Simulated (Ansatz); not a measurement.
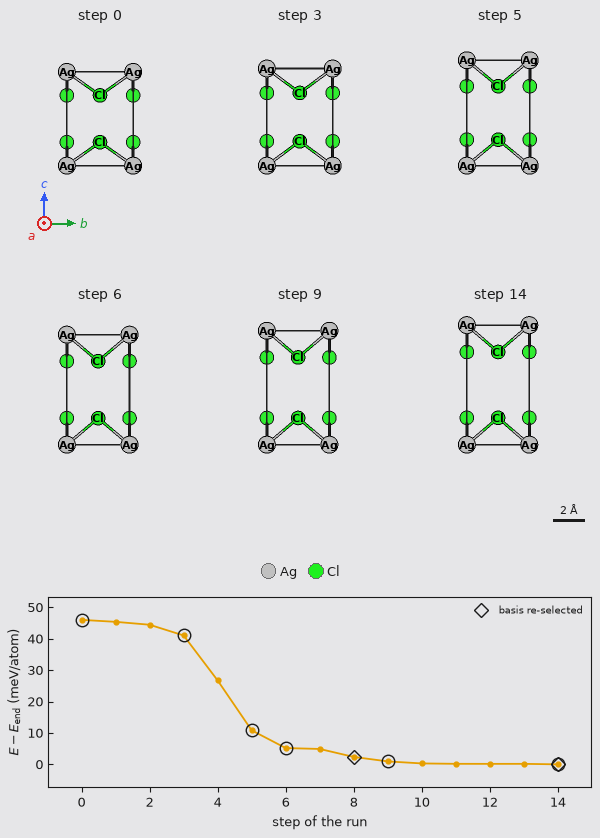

Frames of a relaxation of a crystal of AgCl4 (a generated structure, set up in P4/mmm), marked on the history of the run. A ball-and-stick model of the cell of the calculation, seen along the a axis.

The calculation used DFT PBE, scalar-relativistic, plane waves, PAW (Ansatz). Settings: plane-wave cutoff 420 eV; k-point mesh 8 × 8 × 6; occupations gaussian; smearing width 0.1 eV; no spin polarisation; cell and atoms relaxed; force threshold 0.01 eV/Å; at most 80 steps.

Question: Describe the path.

Answer: After 12 accepted moves (14 points after the start) the energy has fallen by 46.0 meV per atom. Largest force component: 0.054 eV/Å at the start, 0.0002 eV/Å at the end. Pressure: 0.44 GPa at the start and 0.00 GPa at the end. At 2 points the geometry stayed and the basis and grid were re-selected for the new cell (energy shift of 2.5 meV per atom at most each time). The largest moves relative to the cell, 0.20 Å, are those of Cl atoms. Ag stays in place. The volume changes by +13.2 %, with a = b 4.414 → 4.159 Å (−5.8 %), c 6.242 → 7.959 Å (+27.5 %). Among the contacts that change: Ag–Cl 2.703 → 2.742 Å. Bond angles that change, for instance: Ag–Cl–Ag 109.5° → 98.6°. The space group stays P4/mmm (No. 123). The run took 6.1 min on 1 thread of Arm Neoverse N1, on a shared host, peak memory 0.49 GiB. From step 0 to 3: volume +2.2 %, energy −5.0 meV per atom. From step 3 to 5: Cl atoms move most (0.03 Å), volume −1.0 %, energy −30.2 meV per atom. From step 5 to 6: Cl atoms move most (0.04 Å), volume +3.6 %, energy −5.6 meV per atom. From step 6 to 9: Cl atoms move most (0.05 Å), volume +3.1 %, energy −4.2 meV per atom. From step 9 to 14: Cl atoms move most (0.08 Å), volume +4.6 %, energy −0.9 meV per atom.

| step | E − E(0), meV/atom | largest force component, eV/Å | pressure, GPa | volume, Å³/atom | note |
| --- | --- | --- | --- | --- | --- |
| 0 | 0.00 | 0.0544 | 0.44 | 24.324 |  |
| 1 | -0.63 | 0.0020 | 0.02 | 24.528 |  |
| 2 | -1.55 | 0.0309 | -0.23 | 24.706 |  |
| 3 | -4.97 | 0.0619 | -0.45 | 24.870 |  |
| 4 | -19.28 | 0.0734 | -0.31 | 24.856 |  |
| 5 | -35.17 | 0.0040 | 0.60 | 24.631 |  |
| 6 | -40.82 | 0.0079 | 0.06 | 25.527 |  |
| 7 | -41.10 | 0.0010 | 0.04 | 25.721 |  |
| 8 | -43.65 | 0.0019 | 0.22 | 25.721 | same geometry, new basis |
| 9 | -45.07 | 0.0018 | 0.07 | 26.326 |  |
| 10 | -45.71 | 0.0018 | 0.07 | 26.844 |  |
| 11 | -45.84 | 0.0010 | 0.01 | 27.226 |  |
| 12 | -45.85 | 0.0008 | 0.01 | 27.461 |  |
| 13 | -45.85 | 0.0001 | 0.00 | 27.526 |  |
| 14 | -46.01 | 0.0002 | 0.00 | 27.526 | same geometry, new basis |

Limits of the set-up: an odd number of electrons was run without spin polarisation, which fails if the electron would localise.
